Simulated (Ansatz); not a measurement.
# Ligand exchange: C3H9MgN + Ga(CH3)(NH2)2 → C2H8MgN2 + Ga(CH3)2(NH2)

Gas-phase species: C3H9MgN `[CH3][Mg][N](C)C`, singlet; Ga(CH3)(NH2)2, singlet; C2H8MgN2 `C[N](C)[Mg][NH2]`, singlet; Ga(CH3)2(NH2), singlet. The partners trade CH3 for NH2: Mg–CH3 and Ga–NH2 bonds give way to Mg–NH2 and Ga–CH3.

Shapes, held fixed at every level: PBE0-D4/def2-TZVP. Programs: Ansatz 0.2.0. Electronic energies: no zero-point or thermal term.

```tsv
level	kind	ΔE (kJ/mol)	less CCSD(T)/def2-TZVPP
HF/def2-TZVPP	Hartree–Fock	-20.3	+2.9
PBE0-D4/def2-TZVPP	global hybrid	-22.2	+1.0
wB97M-V/def2-TZVPP	range-separated hybrid	-23.2	0.0
MP2/def2-SVP	perturbation theory	-27.8	-4.6
MP2/def2-TZVPP	perturbation theory	-25.4	-2.2
CCSD/def2-SVP	coupled cluster or CI	-26.3	-3.1
CCSD(T)/def2-TZVPP	coupled cluster or CI	-23.2	0.0
```

The highest level, CCSD(T)/def2-TZVPP, gives ΔE = -23.2 kJ/mol; the levels span -27.8 to -20.3. The column of differences is taken from that level and isn't an error. No measured value is set beside it here. Relativity is left out for Ga. Outer-core shells of Ga, Mg are correlated, in sets that cover them unevenly.

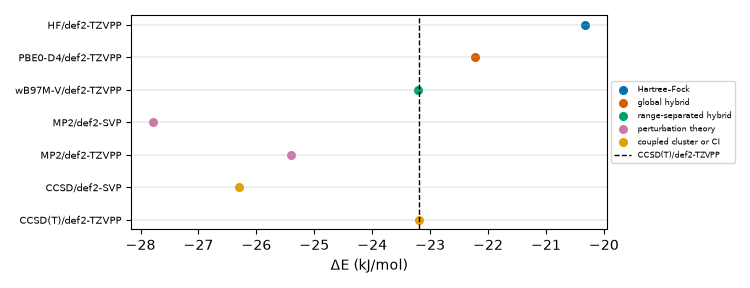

The values of the table, level by level.
